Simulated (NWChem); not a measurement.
# C2H5N (aziridine) at 6 levels

Aim: a comparison of 6 runs (M06-2X/def2-SVPD, BHLYP/def2-SVPD, M06-L/def2-SVPD, TPSS/def2-SVPD, r2SCAN/def2-SVPD, revPBE/def2-SVPD) of C2H5N (aziridine). 

The calculation is run with NWChem 7.3.0.

### 1 Starting point

The species is C2H5N (8 atoms), meant as a singlet with charge 0. SMILES: `C1CN1`. The shape is that of a PBE0-D4/def2-TZVP optimisation.

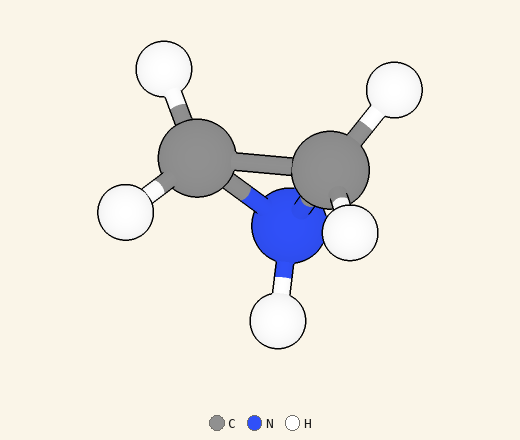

Viewed from a chosen angle; carbon grey, nitrogen blue, hydrogen white.

### 2 Energy and forces at M06-2X/def2-SVPD (run 1)

File run.nw:

```
start run
title "C2H5N"
memory stack 880 mb heap 220 mb global 1100 mb

geometry units angstroms noautosym nocenter noautoz
  C       -0.441950       0.372860      -0.526630
  C        0.701820       0.041300       0.342680
  N       -0.646410      -0.379240       0.705850
  H       -0.523890      -0.146250      -1.476300
  H       -0.850360       1.377350      -0.521460
  H        1.130680       0.803020       0.984310
  H        1.406100      -0.705720      -0.009460
  H       -0.775990      -1.363310       0.501020
end

basis spherical bse
  * library def2-SVPD
end

dft
  xc m06-2x
  grid fine
  convergence energy 1e-08
  iterations 100
  mulliken
  print low
end

task dft gradient
```

On the command line:

```console
$ nwchem run.nw > run.out
```

Output:

```text
[...]
 d= 0,ls=0.0,diis     1   -133.7344485630 -2.10D+02  1.61D-02  2.17D-01     1.8
[...]
 d= 0,ls=0.0,diis     9   -133.7653291437 -3.65D-09  1.29D-06  2.20D-09    13.5
         Total DFT energy =     -133.765329143708
      One electron energy =     -330.711999398055
           Coulomb energy =      139.898009895962
    Exchange-Corr. energy =      -19.529124707241
 Nuclear repulsion energy =       76.577785065626
[...]
                         DFT ENERGY GRADIENTS
    atom               coordinates                        gradient
                 x          y          z           x          y          z
   1 C      -0.835164   0.704603  -0.995186    0.001864  -0.000123  -0.002217
   2 C       1.326247   0.078046   0.647571    0.001609  -0.000043  -0.002414
   3 N      -1.221538  -0.716660   1.333863   -0.003438  -0.000984   0.004150
   4 H      -0.990009  -0.276372  -2.789802    0.000408   0.002589   0.003089
   5 H      -1.606947   2.602814  -0.985417    0.001321  -0.003642  -0.000385
   6 H       2.136675   1.517488   1.860076   -0.001191  -0.002917  -0.002284
   7 H       2.657144  -1.333617  -0.017877   -0.002009   0.003291   0.001251
   8 H      -1.466408  -2.576282   0.946791    0.001436   0.001829  -0.001189
 Task  times  cpu:       18.5s     wall:       18.5s
 Total times  cpu:       18.5s     wall:       18.5s
```

Run time: 19 s. Hardware: 1 thread of Intel Xeon 6975P-C (Granite Rapids), shared host; peak memory 0.12 GiB.

### 3 Energy and forces at BHLYP/def2-SVPD (run 2)

File calc.nw:

```
start calc
memory total 2200 mb
geometry noautosym nocenter noautoz
 C       -0.441950       0.372860      -0.526630
 C        0.701820       0.041300       0.342680
 N       -0.646410      -0.379240       0.705850
 H       -0.523890      -0.146250      -1.476300
 H       -0.850360       1.377350      -0.521460
 H        1.130680       0.803020       0.984310
 H        1.406100      -0.705720      -0.009460
 H       -0.775990      -1.363310       0.501020
end
basis "ao basis" spherical bse
 * library def2-SVPD
end
dft
 xc bhlyp
 mult 1
 grid fine
 convergence energy 1e-08
 iterations 100
 mulliken
end
task dft gradient
```

On the command line:

```console
$ nwchem calc.nw > calc.out
```

Output:

```text
[...]
          Wavefunction type:  closed shell.
          No. of atoms     :     8
          No. of electrons :    24
[...]
          Charge           :     0
          Spin multiplicity:     1
[...]
          AO basis - number of functions:   100
[...]
              XC Information
              --------------
                        BHLYP Method XC Functional
                     Hartree-Fock (Exact) Exchange  0.500
                        Slater Exchange Functional  0.500 local
                    Becke 1988 Exchange Functional  0.500 non-local
              Lee-Yang-Parr Correlation Functional  1.000
[...]
 d= 0,ls=0.0,diis     1   -133.7117056011 -2.10D+02  1.38D-02  2.34D-01     1.4
[...]
 d= 0,ls=0.0,diis     9   -133.7444899299 -3.14D-09  1.29D-06  2.38D-09    11.1
         Total DFT energy =     -133.744489929871
      One electron energy =     -330.735304148045
           Coulomb energy =      139.933775917193
    Exchange-Corr. energy =      -19.520746764644
 Nuclear repulsion energy =       76.577785065626
[...]
      Total Density - Mulliken Population Analysis
     ---------------------------------------------
    Atom       Charge   Shell Charges
 -----------   ------   -------------------------------------------------------
    1 C    6     5.32   1.99  0.91 -0.09 -0.02  2.10  0.43  0.05 -0.05
    2 C    6     5.32   1.99  0.91 -0.09 -0.02  2.10  0.43  0.05 -0.05
    3 N    7     7.44   1.99  1.03  0.55  0.16  2.37  1.26  0.03  0.04
    4 H    1     1.19   0.77  0.38  0.02  0.01
    5 H    1     1.26   0.77  0.45  0.02  0.01
    6 H    1     1.26   0.77  0.45  0.02  0.01
    7 H    1     1.19   0.77  0.38  0.02  0.01
    8 H    1     1.03   0.76  0.24  0.04 -0.01
[...]
  wavefunction    = closed shell
[...]
```

It took 15 s on 1 thread of Intel Xeon 6975P-C (Granite Rapids), shared host; peak memory 0.12 GiB.

### 4 Energy and forces at M06-L/def2-SVPD (run 3)

File run.py:

```python
from ase import Atoms
from ase.calculators.nwchem import NWChem

atoms = Atoms(['C', 'C', 'N', 'H', 'H', 'H', 'H', 'H'], positions=[
    [-0.441950, 0.372860, -0.526630],
    [0.701820, 0.041300, 0.342680],
    [-0.646410, -0.379240, 0.705850],
    [-0.523890, -0.146250, -1.476300],
    [-0.850360, 1.377350, -0.521460],
    [1.130680, 0.803020, 0.984310],
    [1.406100, -0.705720, -0.009460],
    [-0.775990, -1.363310, 0.501020],
])

calc = NWChem(
    label='test',
    theory='dft',
    memory='2200 mb',
    basis='def2-SVPD',
    basispar='spherical bse',
    dft={'xc': 'm06-l', 'mult': '1', 'grid': 'fine', 'convergence': 'energy 1e-08', 'iterations': '100', 'mulliken': None},
)
atoms.calc = calc

forces = atoms.get_forces()
print("Total energy (eV):", round(atoms.get_potential_energy(), 6))
print("forces (eV/A):")
for s, f in zip(atoms.symbols, forces):
    print(f"{s:2s} {f[0]:10.5f} {f[1]:10.5f} {f[2]:10.5f}")
print("dipole (e A):", atoms.get_dipole_moment().round(4))
```

On the command line:

```console
$ export ASE_NWCHEM_COMMAND="nwchem PREFIX.nwi > PREFIX.nwo"
$ python run.py
```

Output:

```text
Total energy (eV): -3641.353244
forces (eV/A):
C     0.24014   -0.17967    0.39117
C    -0.46959    0.02576   -0.14810
N     0.12249    0.19438   -0.08711
H    -0.03574   -0.11318   -0.22754
H    -0.11364    0.23515   -0.01445
H     0.11858    0.16800    0.16152
H     0.17617   -0.17468   -0.06649
H    -0.03841   -0.15571   -0.00900
dipole (e A): [ 0.1614 -0.1354 -0.264 ]
```

The calculator wrote test.nwi:

```
title "test"

permanent_dir test

scratch_dir test

start test

geometry units angstrom nocenter noautosym noautoz
  C  -4.4195000000000001e-01 3.7286000000000002e-01 -5.2663000000000004e-01
  C  7.0182000000000000e-01 4.1300000000000003e-02 3.4267999999999998e-01
  N  -6.4641000000000004e-01 -3.7924000000000002e-01 7.0584999999999998e-01
  H  -5.2388999999999997e-01 -1.4624999999999999e-01 -1.4762999999999999e+00
  H  -8.5036000000000000e-01 1.3773500000000001e+00 -5.2146000000000003e-01
  H  1.1306799999999999e+00 8.0301999999999996e-01 9.8431000000000002e-01
  H  1.4060999999999999e+00 -7.0572000000000001e-01 -9.4599999999999997e-03
  H  -7.7598999999999996e-01 -1.3633100000000000e+00 5.0102000000000002e-01
end

memory 2200 mb

basis spherical bse noprint
   * library def2-SVPD
end

dft
  xc m06-l
  mult 1
  grid fine
  convergence energy 1e-08
  iterations 100
  mulliken
end

task dft gradient
```

test.nwo:

```text
Northwest Computational Chemistry Package (NWChem) 7.3.0
             --------------------------------------------------------

           Job information
           ---------------

    nwchem branch   = 7.3.0
    use scalapack   = T
    input           = test.nwi
    prefix          = test.
    data base       = test/test.db
    status          = startup
    nproc           =        1

           Memory information
           ------------------

[... 5 lines left out ...]
    hardfail = no
[... 107 lines left out ...]
  convergence criterion.
[... 39 lines left out ...]
          Spatial weights used:  Erf1
[... 32 lines left out ...]
 1-e energy   =    -328.015324
[... 64 lines left out ...]
           Coulomb energy =      140.019513179278
[... 775 lines left out ...]
          Convergence on density requested:  1.00D-05
[... 25 lines left out ...]
          total energy or number of iterations.
[... 36 lines left out ...]
                 ----------------------------------------
                 |  Time  |  1-e(secs)   |  2-e(secs)   |
                 ----------------------------------------
                 |  CPU   |       0.01   |       2.15   |
                 ----------------------------------------
                 |  WALL  |       0.01   |       2.15   |
                 ----------------------------------------

 Task  times  cpu:       20.0s     wall:       20.0s
 Total times  cpu:       20.0s     wall:       20.0s
```

Run time: 21 s. Hardware: 1 thread of Intel Xeon 6975P-C (Granite Rapids), shared host; peak memory 0.11 GiB.

Runs 4 to 5 aren't shown in full; the table further down has their settings and results.

### 5 Energy and gradient at revPBE/def2-SVPD (run 6)

File run.py:

```python
from ase import Atoms
from ase.calculators.nwchem import NWChem

molecule = Atoms(['C', 'C', 'N', 'H', 'H', 'H', 'H', 'H'], positions=[
    [-0.441950, 0.372860, -0.526630],
    [0.701820, 0.041300, 0.342680],
    [-0.646410, -0.379240, 0.705850],
    [-0.523890, -0.146250, -1.476300],
    [-0.850360, 1.377350, -0.521460],
    [1.130680, 0.803020, 0.984310],
    [1.406100, -0.705720, -0.009460],
    [-0.775990, -1.363310, 0.501020],
])

calc = NWChem(
    label='test',
    theory='dft',
    memory='2200 mb',
    basis='def2-SVPD',
    basispar='spherical bse',
    dft={'xc': 'revpbe cpbe96', 'mult': '1', 'grid': 'fine', 'convergence': 'energy 1e-08', 'iterations': '100', 'mulliken': None},
)
molecule.calc = calc

forces = molecule.get_forces()
print(f"energy = {molecule.get_potential_energy():.6f} eV")
print("forces (eV/A):")
for s, f in zip(molecule.symbols, forces):
    print(f"{s:2s} {f[0]:10.5f} {f[1]:10.5f} {f[2]:10.5f}")
print("dipole (e A):", molecule.get_dipole_moment().round(4))
```

On the command line:

```console
$ export ASE_NWCHEM_COMMAND="nwchem PREFIX.nwi > PREFIX.nwo"
$ python run.py
```

Output:

```text
energy = -3640.831576 eV
forces (eV/A):
C    -0.12984    0.15848   -0.23793
C     0.29923    0.03384    0.08834
N    -0.41451    0.04890    0.56389
H    -0.05785   -0.25613   -0.52857
H    -0.23099    0.54497   -0.02705
H     0.26210    0.40217    0.34720
H     0.40618   -0.39070   -0.17591
H    -0.13431   -0.54158   -0.02998
dipole (e A): [ 0.1597 -0.1302 -0.2598]
```

The calculator wrote test.nwi:

```
title "test"

permanent_dir test

scratch_dir test

start test

geometry units angstrom nocenter noautosym noautoz
  C  -4.4195000000000001e-01 3.7286000000000002e-01 -5.2663000000000004e-01
  C  7.0182000000000000e-01 4.1300000000000003e-02 3.4267999999999998e-01
  N  -6.4641000000000004e-01 -3.7924000000000002e-01 7.0584999999999998e-01
  H  -5.2388999999999997e-01 -1.4624999999999999e-01 -1.4762999999999999e+00
  H  -8.5036000000000000e-01 1.3773500000000001e+00 -5.2146000000000003e-01
  H  1.1306799999999999e+00 8.0301999999999996e-01 9.8431000000000002e-01
  H  1.4060999999999999e+00 -7.0572000000000001e-01 -9.4599999999999997e-03
  H  -7.7598999999999996e-01 -1.3633100000000000e+00 5.0102000000000002e-01
end

memory 2200 mb

basis spherical bse noprint
   * library def2-SVPD
end

dft
  xc revpbe cpbe96
  mult 1
  grid fine
  convergence energy 1e-08
  iterations 100
  mulliken
end

task dft gradient
```

test.nwo:

```text
Northwest Computational Chemistry Package (NWChem) 7.3.0
             --------------------------------------------------------

           Job information
           ---------------

    nwchem branch   = 7.3.0
    use scalapack   = T
    input           = test.nwi
    prefix          = test.
    data base       = test/test.db
    status          = startup
    nproc           =        1

           Memory information
           ------------------

[... 5 lines left out ...]
    hardfail = no
[... 109 lines left out ...]
  convergence criterion.
[... 39 lines left out ...]
          Spatial weights used:  Erf1
[... 32 lines left out ...]
 1-e energy   =    -328.015324
[... 58 lines left out ...]
           Coulomb energy =      139.948211686457
[... 775 lines left out ...]
          Convergence on density requested:  1.00D-05
[... 25 lines left out ...]
          total energy or number of iterations.
[... 36 lines left out ...]
                 ----------------------------------------
                 |  Time  |  1-e(secs)   |  2-e(secs)   |
                 ----------------------------------------
                 |  CPU   |       0.01   |       1.91   |
                 ----------------------------------------
                 |  WALL  |       0.01   |       1.91   |
                 ----------------------------------------

 Task  times  cpu:       12.6s     wall:       12.6s
 Total times  cpu:       12.6s     wall:       12.6s
```

Wall time 14 s (1 thread of Intel Xeon 6975P-C (Granite Rapids), shared host); peak memory 0.12 GiB.

### 6 Overview of the runs

```
run             level  energy (Eh)  largest force (eV/Å)  wall time
  1  M06-2X/def2-SVPD  -133.765329                 0.282       19 s
  2   BHLYP/def2-SVPD  -133.744490                 0.614       15 s
  3   M06-L/def2-SVPD  -133.817265                 0.493       21 s
  4    TPSS/def2-SVPD  -133.860855                 0.532       18 s
  5  r2SCAN/def2-SVPD  -133.747849                 0.326       18 s
  6  revPBE/def2-SVPD  -133.798094                 0.702       14 s
```

### 7 What came out

```
                       quantity          value
            run 6: total energy  -133.79809 Eh
           run 6: dipole moment         1.59 D
             run 6: HOMO energy       -5.74 eV
             run 6: LUMO energy        0.18 eV
           run 6: HOMO–LUMO gap        5.92 eV
run 6: largest force on an atom     0.702 eV/Å
```

What this shows: Over runs 2, 3, 4, 5, 6 the dipole moment (its size) runs from 1.59 D (revPBE/def2-SVPD) to 1.76 D (BHLYP/def2-SVPD). Over runs 2, 3, 4, 5, 6 the HOMO–LUMO gap runs from 5.92 eV (revPBE/def2-SVPD) to 10.01 eV (BHLYP/def2-SVPD). Totals of different functionals can't be ranked against each other. All runs together took 1.7 min, the longest 21 s.
